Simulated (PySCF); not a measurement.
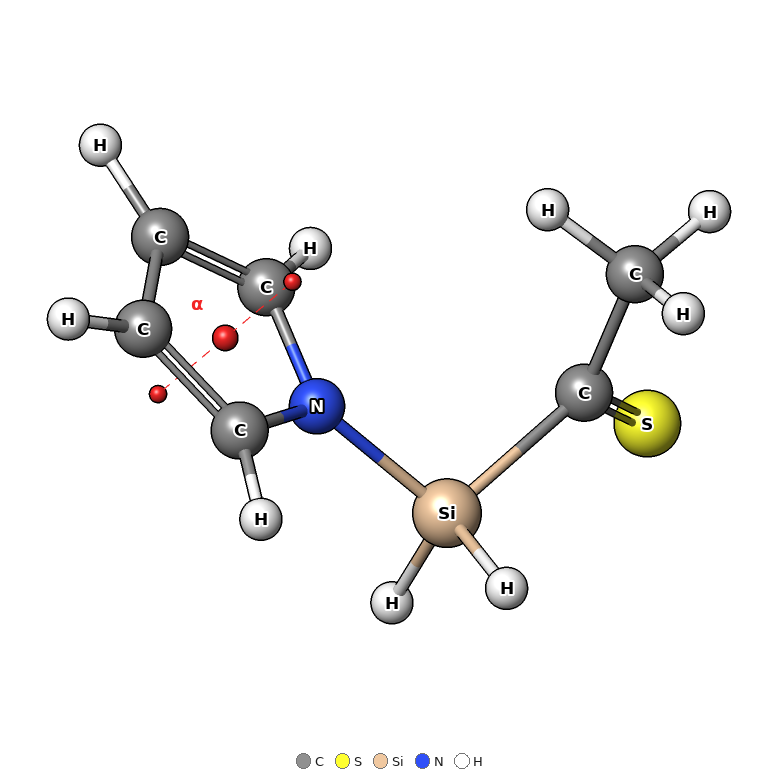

The small points mark where nucleus-independent chemical shifts (NICS) were computed: at the centre of each lettered ring and 1 Å above and below it. Computed geometry: GFN2-xTB optimisation. No frequency run is at hand to confirm it as a minimum. Level of theory: GIAO PBE0/pcSseg-1 NMR shielding, non-relativistic, gas phase (PySCF 2.14.0).

Give NICS(0), NICS(1) and the out-of-plane component NICS(1)zz for each ring (means of the two sides).

```csv
ring,members,NICS(0),NICS(1),NICS(1)zz
α,C4N,−12.7,−10.8,−29.8
```

Values in ppm.

What do the values say about the ring currents?

Answer. Ring α: diatropic, as in an aromatic ring. NICS is one index among several.

The geometry is semi-empirical. Around Si such bond lengths and angles can be off by a tenth of an ångström or more and by several degrees, and values that hang on the shape move with them.
